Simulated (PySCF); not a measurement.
# CH5AlF3N (SMILES C[NH2+][Al-]([F])([F])[F]): levels of theory compared

Wanted: a comparison of 6 runs (HF/3-21G, HF/def2-SVP, B3LYP/6-31G*, PBE0/def2-SVP, TPSS/pcseg-1, CAM-B3LYP/6-311G**) of CH5AlF3N. 

The results are computed with PySCF 2.14.0.

**1. The structure to begin with**

CH5AlF3N has 11 atoms, charge 0, and is taken as a singlet. As SMILES, `C[NH2+][Al-]([F])([F])[F]`. The shape is that of a PBE0-D4/def2-TZVP optimisation.

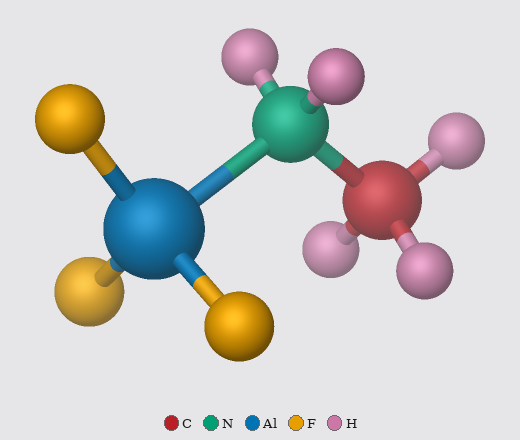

Viewed from a chosen angle; carbon red, nitrogen teal, aluminium blue, fluorine amber, hydrogen pink.

**2. Energy and forces at HF/3-21G (run 1)**

File job.py:

```python
from pyscf import gto

mol = gto.M(
    atom=[
    ('C', (-0.016900, -1.100700, 0.845500)),
    ('N', (0.633100, -0.270100, -0.189000)),
    ('Al', (-0.451800, 1.307500, -0.706100)),
    ('F', (-1.826400, 0.564400, -1.261900)),
    ('F', (0.525900, 2.012300, -1.842900)),
    ('F', (-0.577800, 2.084100, 0.754000)),
    ('H', (0.595400, -1.962200, 1.114900)),
    ('H', (-0.979300, -1.438000, 0.463900)),
    ('H', (-0.191400, -0.483500, 1.725400)),
    ('H', (1.539500, 0.053500, 0.138200)),
    ('H', (0.815200, -0.824200, -1.021500)),
],
    verbose=4,
    basis='3-21g',
    charge=0,
    max_memory=1860,
)

mf = mol.RHF()
mf.conv_tol = 1e-10
mf.kernel()
if not mf.converged:
    mf = mf.newton().run(mf.mo_coeff, mf.mo_occ)

etot = mf.e_tot
print(f'total energy: {etot:.8f} hartree')
grad = mf.nuc_grad_method().kernel()
mf.analyze()
```

Started as:

```sh
$ OMP_NUM_THREADS=1 python job.py
```

Log:

```text
PySCF version 2.14.0

[... 80 lines left out ...]
Nuclear Repulsion Energy =             330.384762683367512
[... 10 lines left out ...]
MO #5   energy= -15.5885319460082  occ= 2
[... 8 lines left out ...]
MO #14  energy= -1.28845079368859  occ= 2
[... 8 lines left out ...]
MO #23  energy= -0.582561521297421 occ= 2
[... 8 lines left out ...]
MO #32  energy= 0.226564764835126  occ= 0
[... 8 lines left out ...]
MO #41  energy= 0.511922847922883  occ= 0
[... 8 lines left out ...]
MO #50  energy= 1.29804125843904   occ= 0
[... 8 lines left out ...]
MO #59  energy= 2.33366277582849   occ= 0
[... 8 lines left out ...]
MO #68  energy= 3.94874029585579   occ= 0
[... 82 lines left out ...]
Dipole moment(X, Y, Z, Debye):  3.51120, -5.74012,  2.15363
```

Wall time 7.2 s (1 thread of Intel Xeon at 2.50GHz (Skylake/Cascade Lake), shared host); peak memory 0.14 GiB.

**3. Energy and forces at HF/def2-SVP (run 2)**

File calc.py:

```python
import pyscf.grad
from pyscf import gto, scf

system = gto.Mole()
system.atom = '''
C     -0.031936    -2.080022     1.597763
N      1.196386    -0.510415    -0.357158
Al    -0.853778     2.470817    -1.334336
F     -3.451396     1.066561    -2.384645
F      0.993807     3.802696    -3.482576
F     -1.091884     3.938378     1.424853
H      1.125143    -3.708021     2.106856
H     -1.850609    -2.717426     0.876644
H     -0.361694    -0.913683     3.260533
H      2.909233     0.101100     0.261160
H      1.540505    -1.557512    -1.930355
'''
system.max_memory = 1860
system.unit = 'bohr'
system.charge = 0
system.verbose = 4
system.basis = 'def2-svp'
system.build()

mf = scf.RHF(system)
mf.conv_tol = 1e-10
mf.kernel()
if not mf.converged:
    mf = mf.newton().run(mf.mo_coeff, mf.mo_occ)

e_tot = mf.e_tot
print('E(%s) = %.9f' % ('HF', e_tot))
grad = mf.Gradients().kernel()
mf.analyze()
```

Started as:

```sh
$ OMP_NUM_THREADS=1 python calc.py
```

Log:

```text
PySCF version 2.14.0

[... 87 lines left out ...]
MO #1   energy= -58.4670876264176  occ= 2
[... 13 lines left out ...]
MO #15  energy= -0.964738218697121 occ= 2
[... 13 lines left out ...]
MO #29  energy= -0.532881389044403 occ= 2
[... 13 lines left out ...]
MO #43  energy= 0.556700794872255  occ= 0
[... 13 lines left out ...]
MO #57  energy= 1.0585984632118    occ= 0
[... 13 lines left out ...]
MO #71  energy= 1.69328369207818   occ= 0
[... 13 lines left out ...]
MO #85  energy= 2.29148680794205   occ= 0
[... 13 lines left out ...]
MO #99  energy= 3.50108985103748   occ= 0
[... 13 lines left out ...]
MO #113 energy= 4.05268707738679   occ= 0
[... 127 lines left out ...]
Dipole moment(X, Y, Z, Debye):  3.38639, -5.44318,  2.00667
```

Wall time 35 s (1 thread of Intel Xeon at 2.50GHz (Skylake/Cascade Lake), shared host); peak memory 0.27 GiB.

Runs 3 to 5 aren't shown in full; the table further down has their settings and results.

**4. Energy and forces at CAM-B3LYP/6-311G(d,p) (run 6)**

File input.py:

```python
import pyscf.grad
from pyscf import gto, dft

mol = gto.M(
    atom='''
C     -0.031936    -2.080022     1.597763
N      1.196386    -0.510415    -0.357158
Al    -0.853778     2.470817    -1.334336
F     -3.451396     1.066561    -2.384645
F      0.993807     3.802696    -3.482576
F     -1.091884     3.938378     1.424853
H      1.125143    -3.708021     2.106856
H     -1.850609    -2.717426     0.876644
H     -0.361694    -0.913683     3.260533
H      2.909233     0.101100     0.261160
H      1.540505    -1.557512    -1.930355
''',
    unit='bohr',
    charge=0,
    verbose=4,
    max_memory=1860,
    basis='6-311g**',
)

mf = dft.RKS(mol)
mf.xc = 'cam-b3lyp'
mf.conv_tol = 1e-10
mf.grids.level = 5
mf.kernel()
if not mf.converged:
    mf = mf.newton().run(mf.mo_coeff, mf.mo_occ)

energy = mf.e_tot
print(f'total energy: {energy:.8f} hartree')
grad = mf.Gradients().kernel()
mf.analyze()
```

Started as:

```sh
$ OMP_NUM_THREADS=1 python input.py
```

Log:

```text
PySCF version 2.14.0

[... 105 lines left out ...]
MO #2   energy= -24.6745161359515  occ= 2
[... 17 lines left out ...]
MO #20  energy= -0.501633606923672 occ= 2
[... 17 lines left out ...]
MO #38  energy= 0.182163063623247  occ= 0
[... 17 lines left out ...]
MO #56  energy= 0.71434072458725   occ= 0
[... 17 lines left out ...]
MO #74  energy= 1.28604061272247   occ= 0
[... 17 lines left out ...]
MO #92  energy= 2.13262764909396   occ= 0
[... 17 lines left out ...]
MO #110 energy= 3.88664850155017   occ= 0
[... 17 lines left out ...]
MO #128 energy= 4.79616538660434   occ= 0
[... 17 lines left out ...]
MO #146 energy= 120.403761187987   occ= 0
[... 160 lines left out ...]
Dipole moment(X, Y, Z, Debye):  3.32242, -5.30818,  1.94424
```

It took 4.7 min on 1 thread of Intel Xeon at 2.50GHz (Skylake/Cascade Lake), shared host; peak memory 1.7 GiB.

**5. Overview of the runs**

```csv
run,level,Cartesian functions,integration grid,energy (Eh),dipole moment (D),HOMO energy (eV),LUMO energy (eV),wall time
1,HF/3-21G,no,–,-632.312935,7.07,-14.32,4.42,7.2 s
2,HF/def2-SVP,no,–,-635.361185,6.72,-14.50,3.23,35 s
3,B3LYP/6-31G* (Cartesian functions),yes,5,-638.095585,6.43,-9.31,0.15,97 s
4,PBE0/def2-SVP,no,5,-637.203463,6.50,-9.90,0.26,2 min
5,TPSS/pcseg-1,no,5,-638.060117,6.52,-8.34,-0.69,3.3 min
6,CAM-B3LYP/6-311G**,no,5,-638.116570,6.56,-11.59,0.79,4.7 min
```

**6. Outcome**

```
                       quantity          value
            run 6: total energy  -638.11657 Eh
           run 6: dipole moment         6.56 D
             run 6: HOMO energy      -11.59 eV
             run 6: LUMO energy        0.79 eV
           run 6: HOMO–LUMO gap       12.38 eV
run 6: largest force on an atom     0.450 eV/Å
```

In words: The dipole moment (its size) runs from 6.43 D (B3LYP/6-31G*) to 7.07 D (HF/3-21G). The two ends differ in method and basis. The HOMO–LUMO gap runs from 7.65 eV (TPSS/pcseg-1) to 18.73 eV (HF/3-21G). Totals of different functionals can't be ranked against each other. All runs together took 12 min, the longest 4.7 min.
